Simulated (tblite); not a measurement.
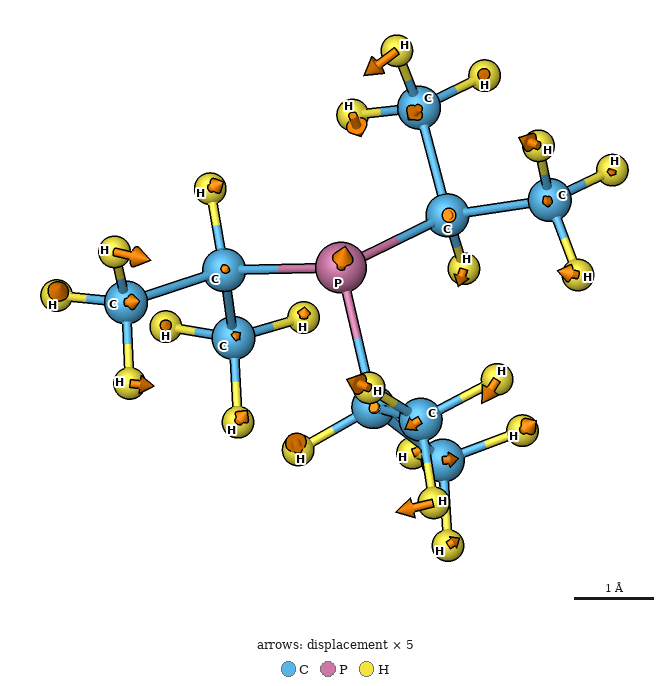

This is a relaxation of C9H21P. The starting structure is drawn; orange arrows show the displacements, magnified 5 times. The two geometries are superimposed by the best rigid fit.

Style: ball-and-stick. Shown at a tilt.

Computed with GFN2-xTB geometry optimisation, gas phase in tblite. 

Q: Which element moves most?

A: Hydrogen: up to 0.11 Å, against 0.08 Å for phosphorus.

Q: What happened in the run?

A: The atom that moves furthest after the best rigid fit is an H atom (0.11 Å). Largest moves by element: H 0.11 Å, P 0.08 Å, C 0.06 Å. Some distances before and after: C–P 1.846 → 1.894 Å, C–C 1.542 → 1.528 Å, C–H 1.099 → 1.088 Å, C–C 1.518 → 1.524 Å. Bond angles that change, for instance: C–C–P 111.2° → 107.7°, C–P–C 104.9° → 101.5°, C–P–C 106.0° → 103.3°. Over 51 geometry steps the energy falls by 0.162 eV.
